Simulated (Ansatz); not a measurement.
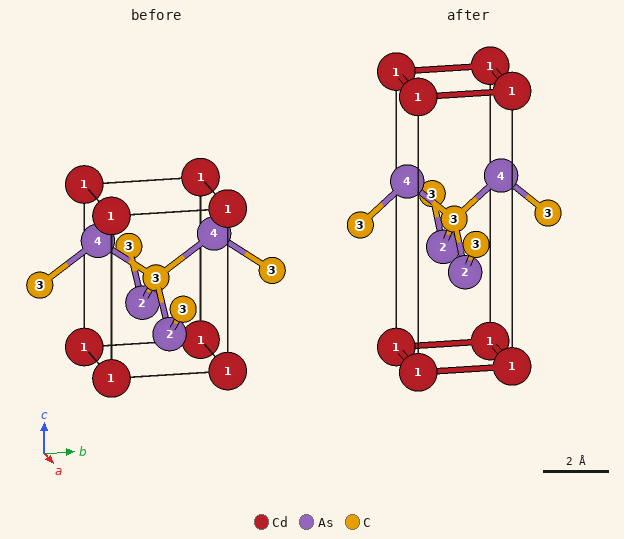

The structure of solid CdAs2C (a generated structure, set up in P-4m2) before (left) and after (right) a relaxation, at one scale.

Style: ball-and-stick. Shown: the cell of the calculation, slightly off an axis.

These are results of DFT, PBEsol, plane waves, PAW (Ansatz), not measurements. (plane-wave cutoff 420 eV; k-point mesh 6 × 6 × 4; occupations fermi dirac; smearing width 0.03 eV; no spin polarisation; cell and atoms relaxed; force threshold 0.01 eV/Å; at most 120 steps)

### Summarise the run.

Over 29 accepted moves (35 points after the start) the energy falls by 3.733 eV per cell of the calculation. The largest force component goes from 6.3 to 0.00057 eV/Å. The pressure goes from 19.66 to 0.00 GPa. The line search rejected the trial steps at points 19, 28 of the run. The SCF was repeated 4 times at an unchanged geometry on a basis and grid sized afresh for the cell, which shifted the energy by 0.174 eV per cell of the calculation at most. The largest moves relative to the cell, 0.91 Å, are those of As2 and As4. As4 goes along −c. C and Cd stay in place. The drawn cell changes as follows: a = b 3.676 → 2.968 Å (−19.3 %), c 5.199 → 8.811 Å (+69.5 %); the volume changes by +10.5 %. Some distances before and after: Cd1–As2 2.251 → 3.445 Å, As2–As2 3.676 → 2.968 Å, Cd1–Cd1 3.676 → 2.968 Å, As2–C3 2.251 → 1.971 Å. Bond angles that change, for instance: C3–As2–C3 109.5° → 97.7°, As2–C3–As2 109.5° → 97.7°, As2–C3–As4 109.5° → 115.7°. The space group stays P-4m2 (No. 115). Cost: 4.9 min on 2 threads of Intel(R) Xeon(R) Processor @ 2.50GHz (Skylake/Cascade Lake) (shared host), peak memory 0.39 GiB.
